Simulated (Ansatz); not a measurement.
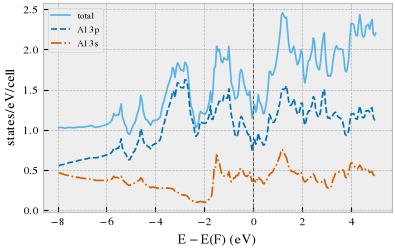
Figure. Total and projected density of states of Al in space group I4/mcm (No. 140; Al on 8h), plane-wave PAW r²SCAN (Ansatz code)

Problem. Which orbitals carry the states next to the Fermi level?

Solution. Within 0.5 eV of the Fermi level: Al 3p 67 %, Al 3s 29 %. Projections are on Löwdin-orthogonalised atomic valence shells; empty p or d shells of many metals are not among them.

Problem. Where is the tallest occupied peak in this window, and what makes it?

Solution. Near -1.5 eV, about 2.0 states/eV per cell; the largest projected share is Al 3p.

The start of the workflow was typed in or built on a structure type; neither database checked (COD, Materials Project) lists it. It is not the phase usual at ambient conditions (space group No. 225). The cell was relaxed with r²SCAN under the symmetry of its start; its stability against distortions is not shown here.

Potentials: the later of the program's two PAW sets.
